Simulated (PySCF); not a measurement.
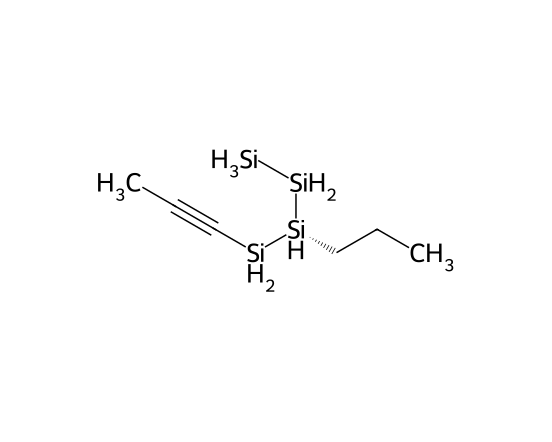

Skeletal drawing of a molecule.

Question: Give its SMILES.

Answer: CC#C[SiH2][Si@@H](CCC)[SiH2][SiH3]

Question: Give the formula, hydrogens included.

Answer: C6H18Si4.

Question: An optimisation with PBE0-D3(BJ)/def2-SVP gave a structure of which point group?

Answer: C1.

More results for the same structure follow; atom numbers are the same in all pictures, views and colours differ. The computed structure is the end point of a PBE0-D3(BJ)/def2-SVP optimisation. No frequency run is at hand to confirm it as a minimum.

### Shape

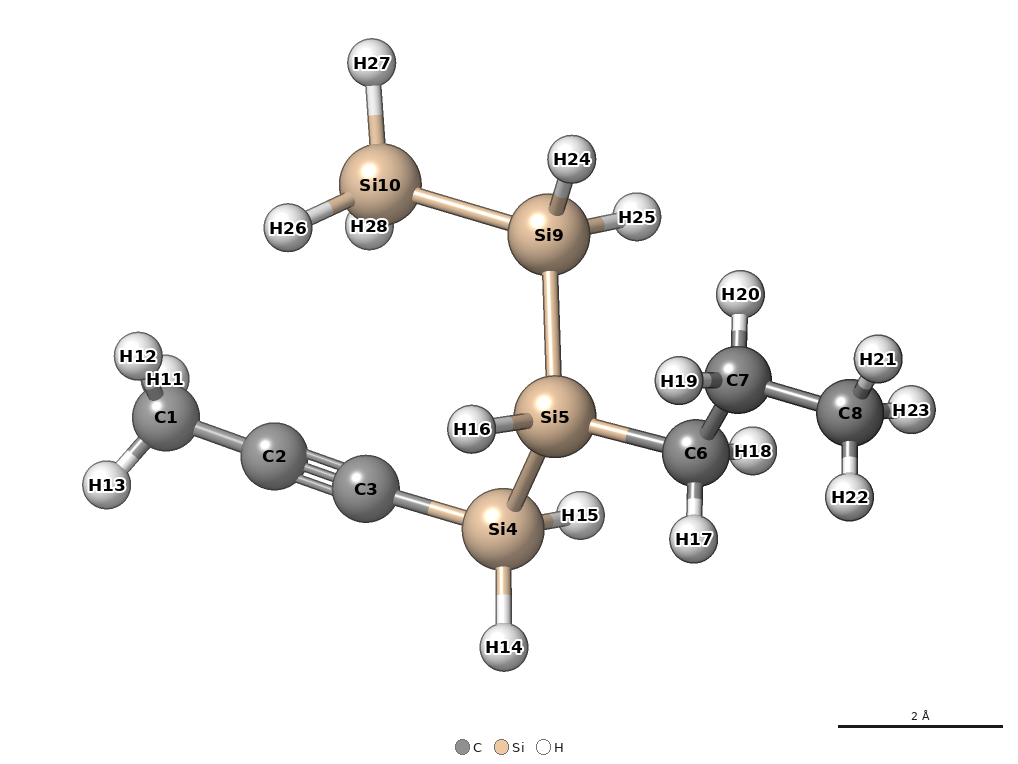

The atoms are numbered. No frequency run is at hand to confirm it as a minimum.

List the bonds and their lengths. Leave out bonds to hydrogen.

| bond | length (Å) | order |
| --- | --- | --- |
| C1–C2 | 1.450 | single |
| C2–C3 | 1.220 | triple |
| C3–Si4 | 1.827 | single |
| Si4–Si5 | 2.345 | single |
| Si5–C6 | 1.898 | single |
| Si5–Si9 | 2.348 | single |
| C6–C7 | 1.528 | single |
| C7–C8 | 1.521 | single |
| Si9–Si10 | 2.348 | single |

### Dipole moment

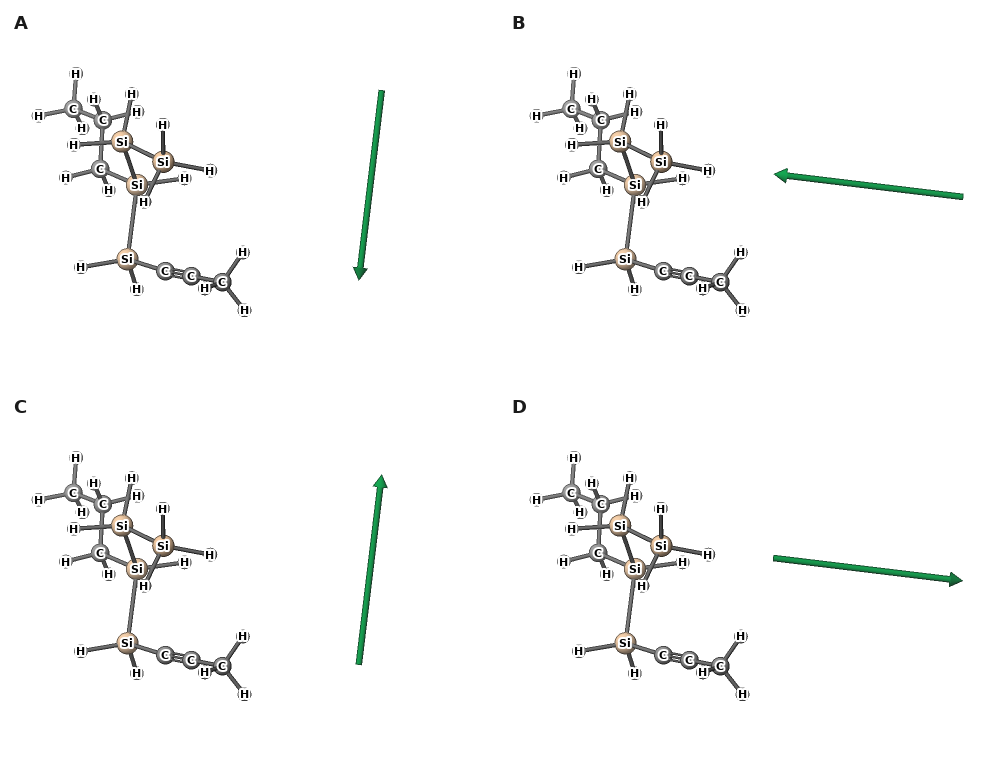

The same molecule four times, each with an arrow. No frequency run is at hand to confirm it as a minimum. Level of theory: PBE/pcSseg-1, gas phase (PySCF 2.14.0).

Question: Which arrow points along the dipole moment, from the negative to the positive end?

Answer: D. The dipole moment is 0.57 D.

### NMR shielding

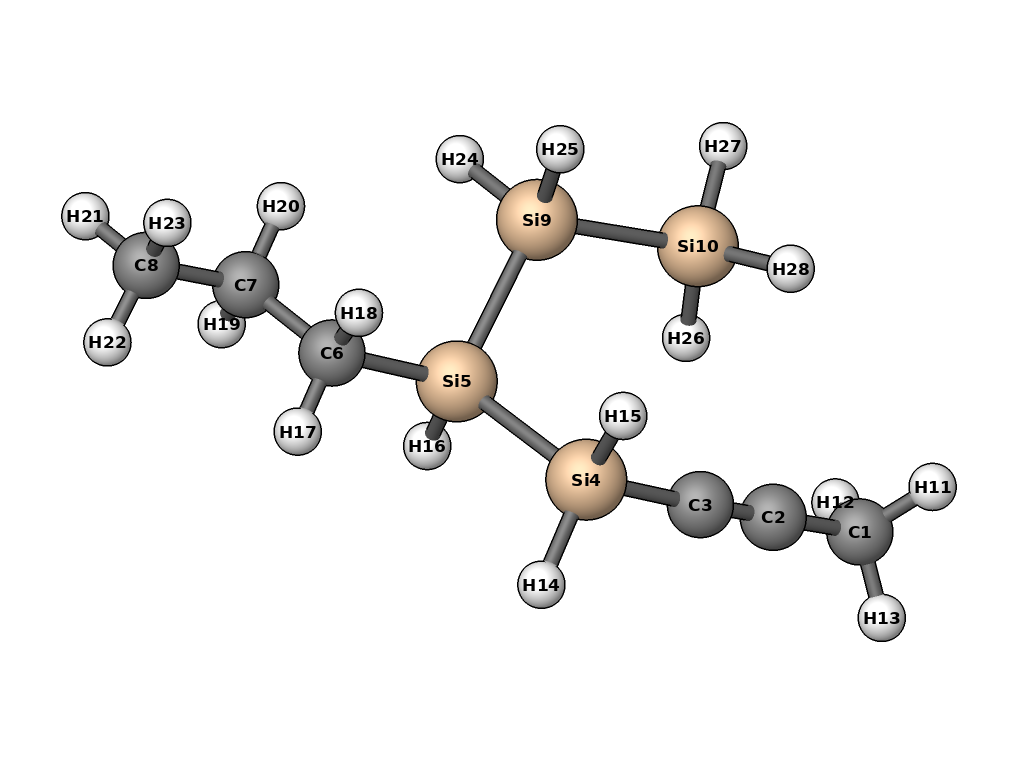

No frequency run is at hand to confirm it as a minimum. Method: GIAO PBE/pcSseg-1 NMR shielding, non-relativistic, gas phase (PySCF 2.14.0). Principal shieldings σ11 ≤ σ22 ≤ σ33, span Ω = σ33 − σ11, skew κ = 3(σiso − σ22)/Ω.

Question: Which C atom has the most anisotropic shielding?

Answer: C2, with a span of 280 ppm.

Give the shielding tensors of the C atoms.

| atom | σ11 | σ22 | σ33 | σiso | Ω | κ |
| --- | --- | --- | --- | --- | --- | --- |
| C1 | 162.0 | 164.3 | 192.2 | 172.9 | 30.2 | 0.85 |
| C2 | −31.7 | −27.6 | 248.7 | 63.1 | 280.4 | 0.97 |
| C3 | 21.1 | 27.2 | 261.9 | 103.4 | 240.8 | 0.95 |
| C6 | 152.7 | 155.6 | 181.5 | 163.2 | 28.8 | 0.80 |
| C7 | 143.0 | 150.5 | 165.9 | 153.1 | 22.9 | 0.34 |
| C8 | 144.0 | 150.9 | 182.6 | 159.2 | 38.6 | 0.64 |

Shieldings and span in ppm.

### Charges

The questions are on IAO charges. No frequency run is at hand to confirm it as a minimum. Properties computed with PBE0/pcSseg-1, gas phase (PySCF 2.14.0).

List the IAO charges.

```csv
atom,value (e)
C1,−0.43
C2,0.01
C3,−0.38
Si4,0.48
Si5,0.33
C6,−0.51
C7,−0.23
C8,−0.41
Si9,0.12
Si10,0.29
H11,0.17
H12,0.17
H13,0.17
H14,−0.10
H15,−0.10
H16,−0.09
H17,0.14
H18,0.14
H19,0.13
H20,0.13
H21,0.14
H22,0.13
H23,0.13
H24,−0.08
H25,−0.08
H26,−0.10
H27,−0.10
H28,−0.09
```
